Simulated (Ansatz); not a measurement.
# CH₅BCl₂Se: up Jacob's ladder to CCSD(T), part 2 of 2

Ansatz 0.2.0, Gaussian basis; functionals in def2-TZVPP, the program's frozen cores in correlated methods. Earlier steps stand in the parts before.

### Step 17. ωB97M-V (range-separated)

Contents of in.yaml:

```yaml
crystal:
  periodic: [false, false, false]
  atoms:
    - {symbol: C, position_ang: [-1.017271, -1.120576, 0.216347]}
    - {symbol: B, position_ang: [0.363655, -0.887008, -0.449332]}
    - {symbol: Cl, position_ang: [1.854278, -1.025702, 0.469515]}
    - {symbol: Cl, position_ang: [0.508500, -0.650982, -2.183716]}
    - {symbol: Se, position_ang: [0.167109, 2.513478, 0.085257]}
    - {symbol: H, position_ang: [-1.020036, -0.851722, 1.273039]}
    - {symbol: H, position_ang: [-1.240796, -2.193940, 0.154291]}
    - {symbol: H, position_ang: [-1.819530, -0.595238, -0.302738]}
    - {symbol: H, position_ang: [0.855996, 2.422757, 1.377141]}
    - {symbol: H, position_ang: [1.431194, 2.337732, -0.636802]}
basis:
  gaussian: {orbitals: def2-TZVPP}
hamiltonian: {xc: {name: wB97M-V}}
output: {forces: true, orbitals: {seedname: orbitals}}
```

On the command line:

```console
$ ansatz run in.yaml --threads 4 --pin off --events-out ev --progress --plain --max-ram 10444MiB
```

What it wrote, shortened:

```text
Functional definition: wB97M-V
  name "wB97M-V"
  cite "Mardirossian & Head-Gordon, J. Chem. Phys. 144, 214110 (2016) doi:10.1063/1.4952647"
  cite "Becke, J. Chem. Phys. 107, 8554 (1997) doi:10.1063/1.475007"
  cite "Vydrov & Van Voorhis, J. Chem. Phys. 133, 244103 (2010) doi:10.1063/1.3521275"
  # Of w^i u^j: cxij and so on, Table III.
[...]
  gx(w, u) = 1 - cx + cx01*u + cx10*w
[...]
Atom 6 at    -1.240796    -2.193940     0.154291 Å, force     0.025890     0.074454    -0.000159 eV/Å
Atom 7 at    -1.819530    -0.595238    -0.302738 Å, force     0.056487    -0.030855     0.033161 eV/Å
Atom 8 at     0.855996     2.422757     1.377141 Å, force    -0.051409     0.007197    -0.089443 eV/Å
Atom 9 at     1.431194     2.337732    -0.636802 Å, force    -0.085644     0.009354     0.044253 eV/Å
Dipole moment:    -0.125511     0.022257     0.183106 e Å
```

It took 13 s on 4 threads of AMD EPYC 7R13, shared host; peak memory 1.2 GiB.

With the free atoms at this level, -92153.396 eV in sum, the atomisation energy is 3315.3 kJ/mol. HOMO -9.48 eV, LUMO 1.04 eV.

### Step 18. B2PLYP (double hybrid)

in.yaml, as its differences from that of step 17:

```diff
@@ -15,3 +15,2 @@
   gaussian: {orbitals: def2-TZVPP}
-hamiltonian: {xc: {name: wB97M-V}}
-output: {forces: true, orbitals: {seedname: orbitals}}
+hamiltonian: {xc: {name: B2PLYP}}
```

Same command.

What it wrote, shortened:

```text
Functional definition: B2PLYP
  name "B2PLYP"
  cite "Grimme, J. Chem. Phys. 124, 034108 (2006) doi:10.1063/1.2148954"
  cite "Becke, Phys. Rev. A 38, 3098 (1988) doi:10.1103/PhysRevA.38.3098"
  cite "Lee, Yang & Parr, Phys. Rev. B 37, 785 (1988) doi:10.1103/PhysRevB.37.785"
[...]
1581 factors; integrals over basis functions are off by at most 1.2e-3 eV
[...]
mean field -92166.15329820 eV, -3387.0436612463 hartree, gradient 5.7e-6 eV, S^2 0.000000; 0 other end points of the search recorded, 0 dependent functions left out
21 core orbitals not correlated: weight in the atoms' cores, before any rotation towards them, 1.000 or more for the frozen orbitals, at most 0.000 for the correlated occupied ones
reference -92166.15348863 eV, -3387.0436682445 hartree; 21, 21 occupied and 222, 222 virtual orbitals, 1581 factors
second order -31.16091408 eV of doubles, -0.00000000 eV of singles
Total energy: -92174.56693543 eV, -3387.3528567116 hartree
```

Wall time 6.5 s (4 threads of AMD EPYC 7R13, shared host); peak memory 0.78 GiB.

With the free atoms at this level, -92140.822 eV in sum, the atomisation energy is 3255.9 kJ/mol.

### Step 19. PBE-QIDH (double hybrid)

in.yaml, as its differences from that of step 18:

```diff
@@ -15,2 +15,2 @@
   gaussian: {orbitals: def2-TZVPP}
-hamiltonian: {xc: {name: B2PLYP}}
+hamiltonian: {xc: {name: PBE-QIDH}}
```

The command is unchanged.

What it wrote, shortened:

```text
Functional definition: PBE-QIDH
  name "PBE-QIDH"
  cite "Brémond, Sancho-García, Pérez-Jiménez & Adamo, J. Chem. Phys. 141, 031101 (2014) doi:10.1063/1.4890314"
  cite "Perdew, Burke & Ernzerhof, Phys. Rev. Lett. 77, 3865 (1996) doi:10.1103/PhysRevLett.77.3865"
[...]
1581 factors; integrals over basis functions are off by at most 1.2e-3 eV
[...]
mean field -92152.43546847 eV, -3386.5395403021 hartree, gradient 4.7e-6 eV, S^2 0.000000; 0 other end points of the search recorded, 0 dependent functions left out
21 core orbitals not correlated: weight in the atoms' cores, before any rotation towards them, 1.000 or more for the frozen orbitals, at most 0.000 for the correlated occupied ones
reference -92152.43548176 eV, -3386.5395407903 hartree; 21, 21 occupied and 222, 222 virtual orbitals, 1581 factors
second order -28.99118643 eV of doubles, -0.00000000 eV of singles
Total energy: -92162.09921057 eV, -3386.8946762738 hartree
```

Wall time 7.5 s (4 threads of AMD EPYC 7R13, shared host); peak memory 0.77 GiB.

Atomisation energy: 3295.6 kJ/mol (free atoms -92127.943 eV, run apart).

### Step 20. Orbital energies across the functionals

Dipoles come from the runs that computed forces. Levels are read from the orbital files that the runs wrote:

```
  functional  HOMO (eV)  LUMO (eV)  gap (eV)  dipole (D)
 LDA (SPW92)      -6.27      -2.25      4.01            
      PBE-D4      -6.11      -2.00      4.11        1.07
   revPBE-D4      -6.05      -1.90      4.15            
     BLYP-D4      -5.94      -1.82      4.12            
   r2SCAN-D4      -6.40      -1.69      4.71        1.12
      B97M-V      -6.46      -1.56      4.91            
     PBE0-D4      -7.28      -1.06      6.23            
    B3LYP-D4      -7.04      -1.23      5.81        1.09
  r2SCANh-D4      -6.83      -1.36      5.47            
  r2SCAN0-D4      -7.48      -0.86      6.62            
    HSE06-D4      -6.89      -1.44      5.45            
    BHLYP-D4      -8.31       0.09      8.40            
CAM-B3LYP-D4      -8.59       0.12      8.71            
     LC-ωPBE      -9.98       1.22     11.20            
     ωB97X-V      -9.62       1.19     10.82            
     ωB97M-V      -9.48       1.04     10.51        1.07
```

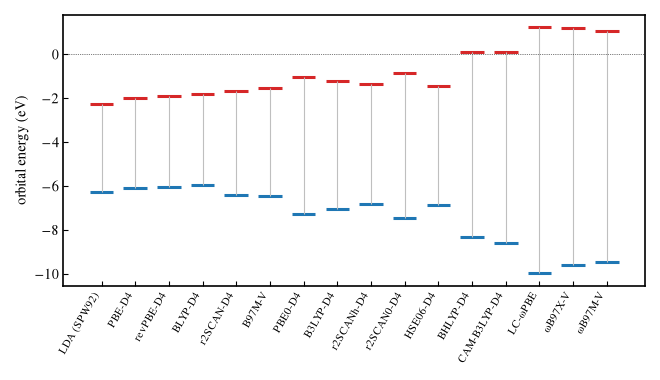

Highest occupied (blue) and lowest empty (red) level by functional.

### Step 21. CCSD(T) in def2-SVP

in.yaml, as its differences from that of step 19:

```diff
@@ -14,3 +14,3 @@
 basis:
-  gaussian: {orbitals: def2-TZVPP}
-hamiltonian: {xc: {name: PBE-QIDH}}
+  gaussian: {orbitals: def2-SVP}
+correlation: {method: ccsd_t}
```

Launched as before.

What it wrote, shortened:

```text
Functional definition: HF
  name "HF"
  cite "Fock, Z. Phys. 61, 126 (1930) doi:10.1007/BF01340294"
  parent pbe
[...]
1178 factors; integrals over basis functions are off by at most 1.3e-3 eV
[...]
mean field -92077.01096860 eV, -3383.7677410565 hartree, gradient 7.3e-6 eV, S^2 0.000000; 0 other end points of the search recorded, 0 dependent functions left out
21 core orbitals not correlated: weight in the atoms' cores, before any rotation towards them, 1.000 or more for the frozen orbitals, at most 0.000 for the correlated occupied ones
reference -92077.01096860 eV, -3383.7677410565 hartree; 21, 21 occupied and 79, 79 virtual orbitals, 1178 factors
second order -20.29686302 eV of doubles, -0.00000000 eV of singles
cycle   1  -21.22392149 eV  change   -9.3e-1 eV  update   9.3e-2
[...]
cycle   9  -21.78995798 eV  change   -4.3e-6 eV  update   1.2e-5
perturbative correction -0.54921977 eV, -0.0201834543 hartree
Total energy: -92099.35014635 eV, -3384.5886906966 hartree
```

Wall time 11 s (4 threads of AMD EPYC 7R13, shared host); peak memory 0.65 GiB.

### Step 22. CCSD(T) in def2-TZVPP

in.yaml, as its differences from that of step 21:

```diff
@@ -14,3 +14,4 @@
 basis:
-  gaussian: {orbitals: def2-SVP}
+  gaussian: {orbitals: def2-TZVPP}
 correlation: {method: ccsd_t}
+output: {orbitals: {seedname: orbitals}}
```

The command is unchanged.

What it wrote, shortened:

```text
Functional definition: HF
  name "HF"
  cite "Fock, Z. Phys. 61, 126 (1930) doi:10.1007/BF01340294"
  parent pbe
[...]
1581 factors; integrals over basis functions are off by at most 1.2e-3 eV
[...]
mean field -92095.47195209 eV, -3384.4461696862 hartree, gradient 1.9e-6 eV, S^2 0.000000; 0 other end points of the search recorded, 0 dependent functions left out
21 core orbitals not correlated: weight in the atoms' cores, before any rotation towards them, 1.000 or more for the frozen orbitals, at most 0.000 for the correlated occupied ones
reference -92095.47195209 eV, -3384.4461696862 hartree; 21, 21 occupied and 222, 222 virtual orbitals, 1581 factors
second order -25.74291840 eV of doubles, -0.00000000 eV of singles
cycle   1  -26.65100270 eV  change   -9.1e-1 eV  update   1.0e-1
[...]
cycle   9  -27.35557456 eV  change   -2.0e-5 eV  update   1.8e-5
perturbative correction -1.10235519 eV, -0.0405108060 hartree
Total energy: -92123.92988184 eV, -3385.4919793151 hartree
```

It took 4.2 min on 4 threads of AMD EPYC 7R13, shared host; peak memory 6.4 GiB.

### Step 23. MP2 in def2-QZVPP

in.yaml, as its differences from that of step 22:

```diff
@@ -14,4 +14,3 @@
 basis:
-  gaussian: {orbitals: def2-TZVPP}
-correlation: {method: ccsd_t}
-output: {orbitals: {seedname: orbitals}}
+  gaussian: {orbitals: "def2-QZVPP.json"}
+correlation: {method: mp2}
```

Same command.

What it wrote, shortened:

```text
Functional definition: HF
  name "HF"
  cite "Fock, Z. Phys. 61, 126 (1930) doi:10.1007/BF01340294"
  parent pbe
[...]
2979 factors; integrals over basis functions are off by at most 9.2e-4 eV
[...]
mean field -92097.52719060 eV, -3384.5216983084 hartree, gradient 2.5e-6 eV, S^2 0.000000; 0 other end points of the search recorded, 0 dependent functions left out
21 core orbitals not correlated: weight in the atoms' cores, before any rotation towards them, 1.000 or more for the frozen orbitals, at most 0.000 for the correlated occupied ones
reference -92097.52719060 eV, -3384.5216983084 hartree; 21, 21 occupied and 451, 451 virtual orbitals, 2979 factors
second order -35.56191647 eV of doubles, -0.00000000 eV of singles
Total energy: -92133.08910707 eV, -3385.8285746341 hartree
```

It took 28 s on 4 threads of AMD EPYC 7R13, shared host; peak memory 3.2 GiB.

The pieces so far (eV):

```
     basis           HF  MP2 correlation  CCSD correlation      (T)              total
  def2-SVP  -92077.0110         -20.2969          -21.7900  -0.5492        -92099.3501
def2-TZVPP  -92095.4720         -25.7429          -27.3556  -1.1024        -92123.9299
def2-QZVPP  -92097.5272         -35.5619                             -92133.0891 (MP2)
```

The report of the def2-TZVPP run gives T1 = 0.0098.

### Step 24. Extrapolating to the complete basis

No new run: Hartree-Fock is extrapolated as exp(−7.88√X) and correlation as X^−2.97, with X = 3 and 4; only MP2 was run in the larger set, so CCSD(T) minus MP2 is added from the smaller one.

```
  level  energy at the limit (eV)
     HF               -92097.8103
    MP2               -92140.6455
   CCSD               -92142.2582
CCSD(T)               -92143.3605
```

This is no true limit for total energies: MP2 correlation changes by a factor of 1.38 from triple to quadruple zeta (about 1.07 in light molecules), because outer-core shells are correlated in sets not made for them. Much of that cancels between molecule and atoms or ions.

### Step 25. RPA on PBE orbitals

in.yaml, as its differences from that of step 23:

```diff
@@ -14,3 +14,4 @@
 basis:
-  gaussian: {orbitals: "def2-QZVPP.json"}
-correlation: {method: mp2}
+  gaussian: {orbitals: def2-TZVPP}
+hamiltonian: {xc: pbe}
+correlation: {method: rpa}
```

Launched as before.

What it wrote, shortened:

```text
Functional definition: PBE
  name "PBE"
  cite "Perdew, Burke & Ernzerhof, Phys. Rev. Lett. 77, 3865 (1996) doi:10.1103/PhysRevLett.77.3865"
  parent pbe
[...]
1581 factors; integrals over basis functions are off by at most 1.2e-3 eV
[...]
mean field -92170.86859535 eV, -3387.2169452205 hartree, gradient 5.3e-6 eV, S^2 0.000000; 0 other end points of the search recorded, 0 dependent functions left out
21 core orbitals not correlated: weight in the atoms' cores, before any rotation towards them, 1.000 or more for the frozen orbitals, at most 0.000 for the correlated occupied ones
reference -92093.78523074 eV, -3384.3841838199 hartree; 21, 21 occupied and 222, 222 virtual orbitals, 1581 factors
Total energy: -92135.97014893 eV, -3385.9344509695 hartree
```

It took 5.5 s on 4 threads of AMD EPYC 7R13, shared host; peak memory 0.65 GiB.

RPA correlation: -42.185 eV. No RPA run of the hydrogen atom was made, so RPA has no atomisation energy below.

### Step 26. The ladder

Free atoms (1 C, 1 B, 2 Cl, 1 Se, 5 H) were run apart at each level; the atomisation energy is their sum less the molecule, without zero-point or spin-orbit terms.

```
            method             rung  atomisation energy (kJ/mol)  from CCSD(T)/CBS (kJ/mol)     time
       LDA (SPW92)              LDA                       3769.5                     +468.2    1.8 s
            PBE-D4              GGA                       3363.4                      +62.1    2.8 s
         revPBE-D4              GGA                       3287.3                      -14.0    2.7 s
           BLYP-D4              GGA                       3277.9                      -23.4    2.4 s
         r2SCAN-D4         meta-GGA                       3332.0                      +30.7    5.5 s
            B97M-V         meta-GGA                       3338.9                      +37.6    8.5 s
           PBE0-D4           hybrid                       3320.1                      +18.8    4.9 s
          B3LYP-D4           hybrid                       3293.6                       -7.7      7 s
        r2SCANh-D4           hybrid                       3314.6                      +13.3      8 s
        r2SCAN0-D4           hybrid                       3289.9                      -11.4      6 s
          HSE06-D4           hybrid                       3321.5                      +20.2    4.8 s
          BHLYP-D4           hybrid                       3218.9                      -82.4    5.5 s
      CAM-B3LYP-D4  range-separated                       3297.6                       -3.7      6 s
           LC-ωPBE  range-separated                       3260.9                      -40.4    3.5 s
           ωB97X-V  range-separated                       3307.9                       +6.6      9 s
           ωB97M-V  range-separated                       3315.3                      +14.0     13 s
            B2PLYP    double hybrid                       3255.9                      -45.4    6.5 s
          PBE-QIDH    double hybrid                       3295.6                       -5.7    7.5 s
     HF/def2-TZVPP     wavefunction                       2471.7                     -829.6         
    MP2/def2-TZVPP     wavefunction                       3275.4                      -25.9         
   CCSD/def2-TZVPP     wavefunction                       3169.8                     -131.5         
  CCSD(T)/def2-SVP     wavefunction                       3143.8                     -157.5     11 s
CCSD(T)/def2-TZVPP     wavefunction                       3220.3                      -81.0  4.2 min
           MP2/CBS     wavefunction                       3356.3                      +55.0         
       CCSD(T)/CBS     wavefunction                       3301.3                          0  4.6 min
```

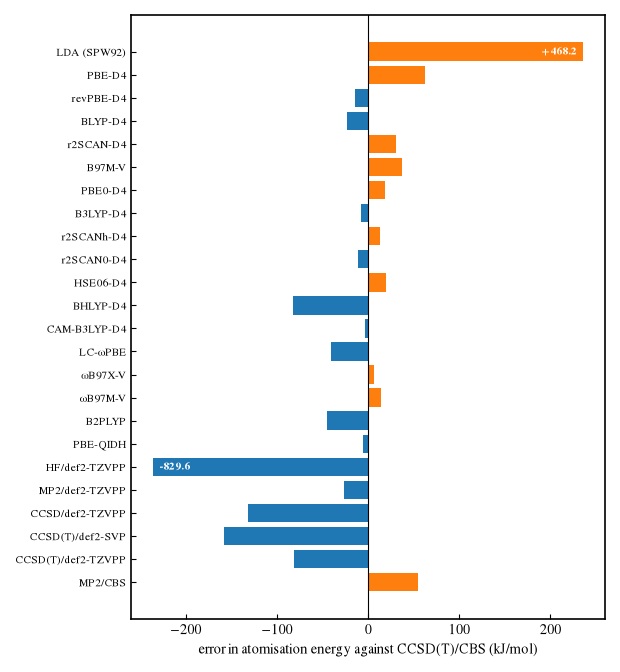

How far each level lands from CCSD(T)/CBS. Bars with a number in them are cut short.

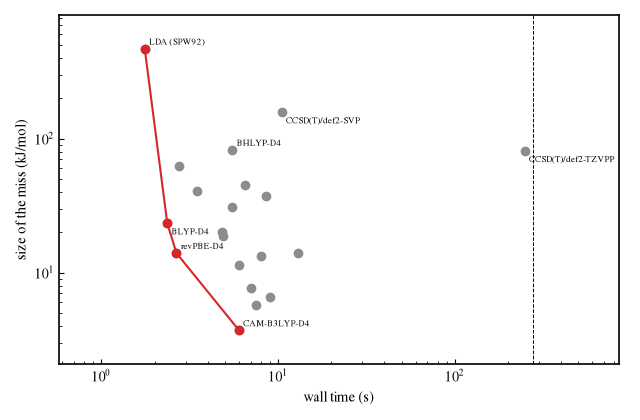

Miss against cost. Red marks the levels that no quicker level drawn beats (of those quicker than the yardstick), and the dashed line is the time of CCSD(T)/CBS. Only those levels and the largest misses are named. Times are from a shared host.

LDA (SPW92), LC-ωPBE, B2PLYP, PBE-QIDH carry no dispersion term (for B3LYP, D4 adds 42.3 kJ/mol).

Times are those of the molecule's run; HF, MP2 and CCSD come out of the CCSD(T) runs, and the limit's time is the sum of the runs that it needs.

### Step 27. Results

The summary covers parts 1 to 2.

| quantity | value |
| --- | --- |
| atomisation energy, CCSD(T)/CBS | 3301.3 kJ/mol |
| functionals within 33.0 kJ/mol (1.0 %) | revPBE-D4, BLYP-D4, r2SCAN-D4, PBE0-D4, B3LYP-D4, r2SCANh-D4, r2SCAN0-D4, HSE06-D4, CAM-B3LYP-D4, ωB97X-V, ωB97M-V, PBE-QIDH |
| farthest beyond LDA | BHLYP-D4 (-82.4 kJ/mol) |
| mean size of error, GGA | 33.1 kJ/mol |
| mean size of error, meta-GGA | 34.1 kJ/mol |
| mean size of error, hybrid | 25.6 kJ/mol |
| mean size of error, range-separated | 16.2 kJ/mol |
| mean size of error, double hybrid | 25.6 kJ/mol |
| gap, smallest and largest | 4.01 eV (LDA (SPW92)), 11.20 eV (LC-ωPBE) |
| T1 diagnostic | 0.0098 |
| triples share of the correlation energy | 3.9 % |

The LDA atomisation energy is off by 468.2 kJ/mol (14 %): it overbinds. PBE-D4 is off by +62.1 kJ/mol. Double hybrids carry the basis error of their MP2 part in triple zeta, and no dispersion term here, so their miss is partly the set-up's. The rungs range-separated, double hybrid, hybrid miss on average by less than the doubt on the reference (33.0 kJ/mol), so they tie. The reference freezes the cores and leaves out relativity and excitations past (T), and its outer-core shells are covered unevenly, so misses under about 33.0 kJ/mol can't be ranked. All levels share the lack of spin-orbit coupling, which lowers the free heavy atoms and so the true binding. Hartree-Fock recovers 75 % of the binding; the rest is correlation. CCSD(T) in def2-SVP is off by -157.5 kJ/mol, so the small basis spoils what the method gains. Orbital gaps span 4.0 to 11.2 eV; exact exchange widens them. Correlated methods include outer-core shells of Se, which these sets cover unevenly.

For cost: CAM-B3LYP-D4 gets within 3.7 kJ/mol in 6 s, where CCSD(T)/CBS took 4.6 min; the quickest level in the cost chart, LDA (SPW92), takes 1.8 s and misses by 468.2 kJ/mol.
